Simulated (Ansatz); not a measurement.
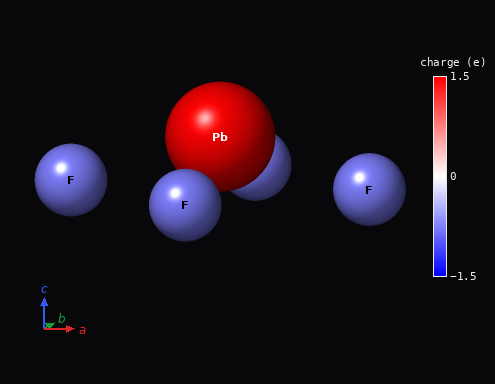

This spheres-only model is shown from the side at a slight tilt. The cell isn't outlined and the vacuum is left out. The atoms of this PbF2 cell are coloured by their Bader charge.

Run with DFT PBE, scalar-relativistic, plane waves, PAW in Ansatz 0.2.0 and these settings: cutoff 420 eV, k-grid 6×6×1, Gaussian smearing of 0.02 eV, no spin polarisation.

> Describe the charge distribution among the elements.

Most positive: Pb; most negative: F. Charges: about Pb +1.5 e; F -0.7 e. The transfer is large, as in an ionic solid.

Provenance: a structure type filled with these elements by a generator (whether the compound takes this form wasn't checked). Earlier steps of the study may have refined or changed the cell and positions. A calculation with Ansatz used it as input.
